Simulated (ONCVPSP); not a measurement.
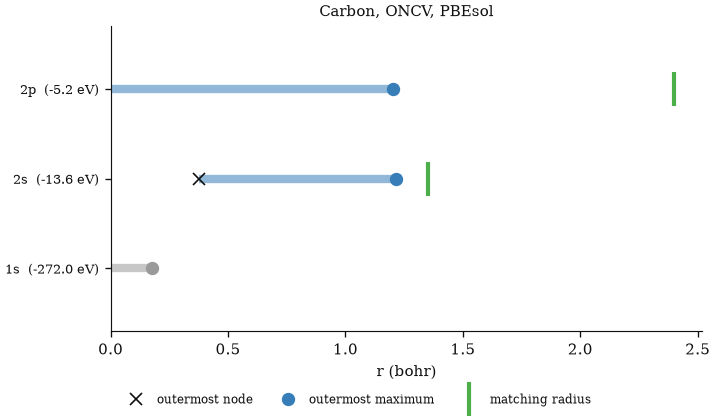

**Figure 1.** Outer shells of the all-electron reference atom: each bar runs from the outermost node (or the nucleus) to the outermost maximum of u(r); the tick is the radius chosen for the pseudo-wave. Shells without a tick have no pseudo-wave of their own. Levels, nodes and maxima are from ld1.x, scalar-relativistic.

- Radii against the shells: 2s: 1.35 bohr, outside the maximum; 2p: 2.40 bohr, outside the maximum.

## C: pseudopotential generation

- system: carbon (C, Z = 6), core [He], reference valence 2s2 2p2, valence charge 4.
- method: ONCV potential, PBEsol, scalar-relativistic, made with ONCVPSP 4.0.1

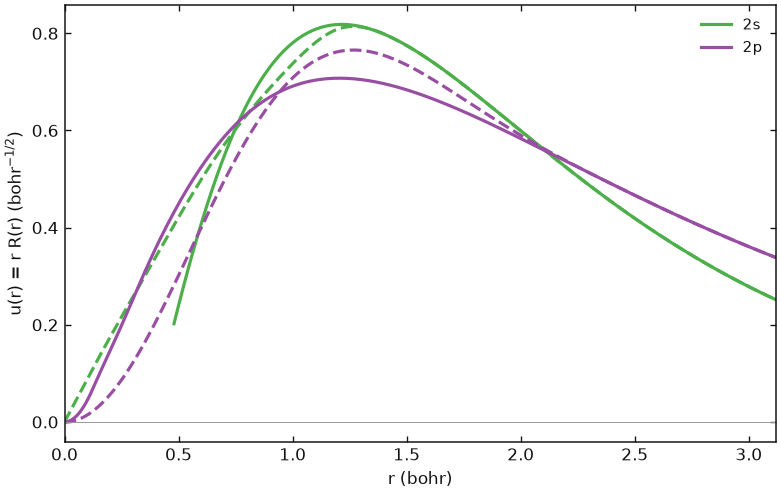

**Figure 2.** All-electron valence functions (solid) with their pseudo partners (dashed). The innermost oscillations of some all-electron curves aren't drawn. Reference configuration 2s2 2p2.

- Matching radii: 2s at 1.35 bohr; 2p at 2.40 bohr. The curves merge smoothly, so the plot gives these only roughly.
- Nodes of the pseudo-waves: 2s has no node; 2p has no node.
- Cutoffs needed: 37 Ha (loose) and 81 Ha (tight), as the cutoffs at which the residual kinetic energy of the hardest occupied pseudo-wave falls to 1 and 0.1 mHa per electron.

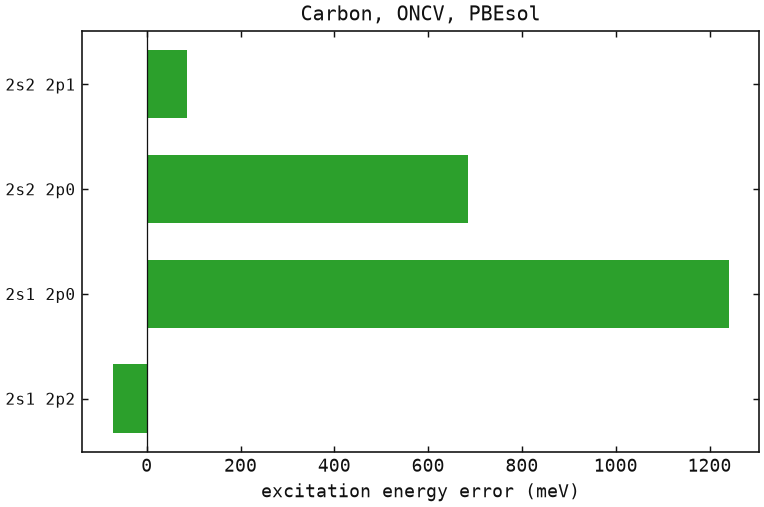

**Figure 3.** Errors, all-electron minus pseudo, of the energies of valence configurations relative to the unpolarised reference 2s2 2p2.

- Worst configuration: 2s1 2p0 (charge +3): the error is +1241 meV on an all-electron energy of +82.77 eV relative to the reference, or 1.5 %.
- Configurations within 10 meV and within 50 meV: 0 and 0 of 4.

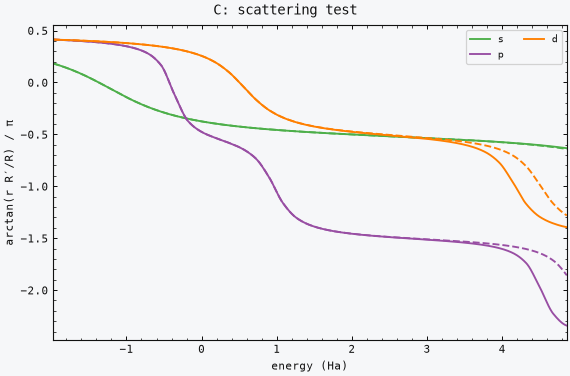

**Figure 4.** Unwrapped phase arctan(r R′/R) in units of π against energy, all-electron (solid) and pseudo (dashed); the pseudo phase is matched to the all-electron one at the reference energy. Here R(r) is the radial function. Not drawn: f: not judged.

- Ghost states: Going away from the reference energies, the phases part by more than π/2 in: p at about 4.7 Ha (above its reference energy, pseudo phase higher). Such a step is either a state that only one of the two atoms has or an ordinary level shifted in energy. The separate test gives: no bound ghost flagged; no localised positive-energy state flagged.
- Range over which the phases agree within 0.05 rad: s: over the whole range drawn; p: up to about 3.7 Ha; d: up to about 3.2 Ha.
- Poles, where the radial function vanishes at the test radius: s: all-electron at 2.0 Ha, pseudo at 2.0 Ha; p: all-electron at 0.1 and 2.7 Ha, pseudo at 0.1 and 2.8 Ha; d: all-electron at 2.3 Ha, pseudo at 2.4 Ha.

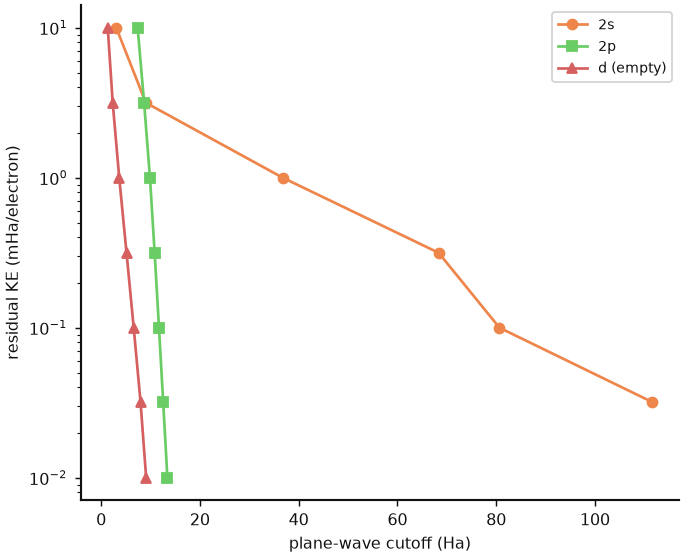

**Figure 5.** Residual kinetic energy of the pseudo-waves (the first of each channel, and further valence shells) beyond the plane-wave cutoff, as the generator prints it.

- Cutoffs for 1 mHa per electron: 2s: 37 Ha; 2p: 9.9 Ha; d (empty): 3.7 Ha.
- Cutoffs for the occupied states: 37 Ha for 1 mHa and 81 Ha for 0.1 mHa per electron. The first is set by 2s.
- Hardest wave at 1 mHa per electron: 2s, with rc = 1.35 bohr and qcut = 3.9 1/bohr. The optimisation minimises, but can't always remove, the kinetic energy above qcut²/2 = 7.6 Ha, and a larger rc would as a rule soften the wave at some cost in transferability.

Input and output of the run follow.

### The input
```
# ATOM AND REFERENCE CONFIGURATION
# atsym  z   nc   nv     iexc    psfile
  C 6.00    1    2  -116133      upf
#
#   n    l    f
    1    0    2.00
    2    0    2.00
    2    1    2.00
#
# PSEUDOPOTENTIAL AND OPTIMIZATION
# lmax
    2
#
#   l,   rc,      ep,       ncon, nbas, qcut
    0    1.35    0.00    3    7    3.90
    1    2.40    0.00    3    7    5.40
    2    2.10    0.26    3    8    4.60
#
# LOCAL POTENTIAL
# lloc, lpopt,  rc(5),   dvloc0
    4    4    1.30    2.50
#
# VANDERBILT-KLEINMAN-BYLANDER PROJECTORs
# l, nproj, debl
    0    2    2.30
    1    2    1.50
    2    1    1.80
#
# MODEL CORE CHARGE
# icmod, fcfact, rcfact
    1    0.65    0.00
#
# LOG DERIVATIVE ANALYSIS
# epsh1, epsh2, depsh
   -2.00    5.00    0.02
#
# OUTPUT GRID
# rlmax, drl
    6.00    0.01
#
# TEST CONFIGURATIONS
# ncnf
    4
# nvcnf
#   n    l    f
    2
    2    0    2.00
    2    1    1.00
#
    2
    2    0    2.00
    2    1    0.00
#
    2
    2    0    1.00
    2    1    0.00
#
    2
    2    0    1.00
    2    1    2.00
#
```

Run as:
```bash
oncvpsp.x < C.dat > C.out
```

### Output (extracts)
```
ONCVPSP  (Optimized Norm-Conservinng Vanderbilt PSeudopotential)
scalar-relativistic version 4.0.1

#   n    l    f        energy (Ha)
    1    0    2.00    -9.9974744E+00
    2    0    2.00    -5.0156560E-01
    2    1    2.00    -1.9233060E-01

Reference configufation results
  iterations    25
  all-electron total energy (Ha)   -3.75933575D+01

Begin loop to  construct optimized pseudo wave functions
and semi-local pseudopoentials for all angular momenta

   Wellstate for l =  0  n =  4
     eigenvalue =   1.7984
     asymptotic potential =   2.2984
     half-point radius =  3.7274

Calculating optimized projector #   1

 for l=   0

    Fraction of norm inside rc  0.432974
    Optimizing pswf for qcut=   3.90 a_B^-1,  ecut=   7.61 Ha
    Residual kinetic energy error=  4.54D-03 Ha

    Energy error per electron        Cutoff
         Ha          eV             Ha
         0.01000     0.27211        3.06
         0.00100     0.02721       36.78
         0.00010     0.00272       80.66

Calculating optimized projector #   2

 for l=   0

    Fraction of norm inside rc  0.087367
    Optimizing pswf for qcut=   3.90 a_B^-1,  ecut=   7.61 Ha
    Residual kinetic energy error=  7.53D-03 Ha

    Energy error per electron        Cutoff
         Ha          eV             Ha
         0.01000     0.27211        6.76
         0.00100     0.02721       13.72
         0.00010     0.00272       46.72
         0.00001     0.00027       84.23

   Wellstate for l =  1  n =  4
     eigenvalue =   1.3077
     asymptotic potential =   1.8077
     half-point radius =  4.5684

Calculating optimized projector #   1

 for l=   1

    Fraction of norm inside rc  0.776925
    Optimizing pswf for qcut=   5.41 a_B^-1,  ecut=  14.62 Ha
    Residual kinetic energy error=  1.41D-06 Ha

    Energy error per electron        Cutoff
         Ha          eV             Ha
         0.01000     0.27211        7.39
         0.00100     0.02721        9.89
         0.00010     0.00272       11.71
         0.00001     0.00027       13.41

Calculating optimized projector #   2

 for l=   1

    Fraction of norm inside rc  0.249962
    Optimizing pswf for qcut=   5.41 a_B^-1,  ecut=  14.62 Ha
    Residual kinetic energy error=  3.78D-05 Ha

    Energy error per electron        Cutoff
         Ha          eV             Ha
         0.01000     0.27211        9.25
         0.00100     0.02721       11.72
         0.00010     0.00272       13.85
         0.00001     0.00027       27.16

   Wellstate for l =  2  n =  3
     eigenvalue =   0.2600
     asymptotic potential =   0.7600
     half-point radius =  7.2293

Calculating optimized projector #   1

 for l=   2

    Fraction of norm inside rc  0.038676
    Optimizing pswf for qcut=   4.60 a_B^-1,  ecut=  10.56 Ha
    Residual kinetic energy error=  2.66D-06 Ha

    Energy error per electron        Cutoff
         Ha          eV             Ha
         0.01000     0.27211        1.33
         0.00100     0.02721        3.66
         0.00010     0.00272        6.60
         0.00001     0.00027        9.12

Construct Vanderbilt / Kleinmman-Bylander projectors

B matrix Hermiticity error, ll=   0
   1   2   -8.8169E-05

  Orthonormal projector coefficients  1.9787E+00 -9.7738E-01

B matrix Hermiticity error, ll=   1
   1   2   -2.8322E-05

  Orthonormal projector coefficients -2.6062E+00 -4.1390E-01

Model core correction analysis
  based on d2Exc/dn_idn_j

d2excae - all-electron derivatives

   -4.811583D-02   -3.958441D-02
   -3.997946D-02   -3.531617D-02

d2excps - pseudofunction derivatives with no core correction

   -4.853095D-02   -4.111107D-02
   -4.150406D-02   -3.639118D-02

rms 2nd derivative error    1.223013E-03

Polynomial model core charge

d2excps - pseudofunction derivatives with core correction

   -4.594336D-02   -4.038117D-02
   -4.077336D-02   -3.639264D-02

rms 2nd derivative error    1.336363E-03

Pseudoatom total energy   -5.312141

Diagnostic tests using Vanderbilt-Kleinman-Bylander pseudopotentials
  1 or more projectors used as specified by nproj input data

   l    rcore       rmatch      e in        delta e   norm test  slope test

   0   1.3524621   1.3935258  -0.5015656   0.0001056   1.0000819   1.0008731
   0   1.3524621   1.3935258   1.7984344   0.0000262   1.0001736   1.0001736

   1   2.4017691   2.4746921  -0.1923306  -0.0000083   0.9999955   0.9999695
   1   2.4017691   2.4746921   1.3076694  -0.0000426   1.0000372   1.0000372

   2   2.1055991   2.1695296   0.2600000  -0.0000418   1.0000066   1.0000066

 Testing for bound ghosts
   n   l    E NL Schr. Eq   E Basis Diag.   E Cutoff

   1   0       -0.501460       -0.490119    102.19

   2   1       -0.192339       -0.191725     38.53

 Testing for highly-localized positive-energy ghosts
       l    <radius>/rc     E Basis Diag.   E Cutoff

Test configuration 0

   n   l     f        eae           eps        diff
   1   0  2.0000   -9.99747441
   2   0  2.0000   -0.50156560   -0.50146004    1.06D-04
   2   1  2.0000   -0.19233060   -0.19233888   -8.27D-06

    Total energies and differences
      AE_ref= -3.75933575D+01  AE_tst= -3.75933575D+01  dif=  0.00D+00
      PS_ref= -5.31214097D+00  PS_tst= -5.31214097D+00  dif=  1.78D-15
      PSP excitation error= -1.78D-15

Test configuration 1

   n   l     f        eae           eps        diff
   1   0  2.0000  -10.54785737
   2   0  2.0000   -0.94151944   -0.93783059    3.69D-03
   2   1  1.0000   -0.62131130   -0.61236517    8.95D-03

    Total energies and differences
      AE_ref= -3.75933575D+01  AE_tst= -3.71968820D+01  dif=  3.96D-01
      PS_ref= -5.31214097D+00  PS_tst= -4.91883357D+00  dif=  3.93D-01
      PSP excitation error=  3.17D-03

Test configuration 2

   n   l     f        eae           eps        diff
   1   0  2.0000  -11.28617539
   2   0  2.0000   -1.47651988   -1.45698950    1.95D-02

    Total energies and differences
      AE_ref= -3.75933575D+01  AE_tst= -3.63142155D+01  dif=  1.28D+00
      PS_ref= -5.31214097D+00  PS_tst= -4.05822233D+00  dif=  1.25D+00
      PSP excitation error=  2.52D-02

Test configuration 3

   n   l     f        eae           eps        diff
   1   0  2.0000  -12.14149460
   2   0  1.0000   -2.05186602   -2.03187125    2.00D-02

    Total energies and differences
      AE_ref= -3.75933575D+01  AE_tst= -3.45515773D+01  dif=  3.04D+00
      PS_ref= -5.31214097D+00  PS_tst= -2.31591792D+00  dif=  3.00D+00
      PSP excitation error=  4.56D-02

Test configuration 4

   n   l     f        eae           eps        diff
   1   0  2.0000  -10.55760022
   2   0  1.0000   -0.94549462   -0.95194240   -6.45D-03
   2   1  2.0000   -0.62531636   -0.62532197   -5.61D-06

    Total energies and differences
      AE_ref= -3.75933575D+01  AE_tst= -3.68766818D+01  dif=  7.17D-01
      PS_ref= -5.31214097D+00  PS_tst= -4.59278520D+00  dif=  7.19D-01
      PSP excitation error= -2.68D-03
```

### Results in brief

- outcome: generated
- cutoffs needed: 37 Ha and 81 Ha (the cutoffs at which the residual kinetic energy of the hardest occupied pseudo-wave falls to 1 and 0.1 mHa per electron)
- ghost test: no bound ghost flagged; no localised positive-energy state flagged
- largest excitation error: +1241 meV (all-electron minus pseudo) for 2s1 2p0, out of 4 test configurations
- rms error of d²Exc/dni dnj: 1.22 mHa without and 1.34 mHa with the model core
- range over which the phases arctan(r R′/R) at the test radius agree within 0.05 rad (a looser test near the poles than one of phase shifts): s: over the whole range computed; p: up to about 3.7 Ha; d: up to about 3.2 Ha; f: not judged, local potential alone
- hardware: 1 CPU thread, shared host
- wall time: 2.8 s

### Notes

An excitation error of 1241 meV in its own tests makes this a poorly transferable potential.
